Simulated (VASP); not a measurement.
Band structure of SnS2. Method: PBE GGA, VASP's PBE PAW potentials (set 64) (plane waves; VASP).

The cell holds a wide vacuum, so values per volume refer to the whole cell. Unless said otherwise, spin-orbit coupling is left out, though it shifts the bands of the heavy elements here.

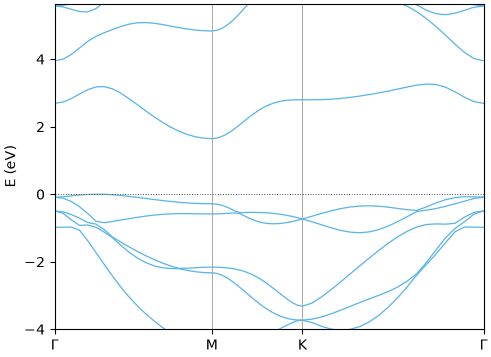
Fig. 1. Bands along high-symmetry lines, zero at the valence-band maximum or, without a gap, the Fermi level

### Question
Read the plot: is there a gap, and where are the band edges?

### Answer
The gap is indirect, 1.65 eV, from the valence maximum at Γ-M at 0.26 to the conduction minimum at M.

The cell is a sheet with vacuum, built from a generated structure.
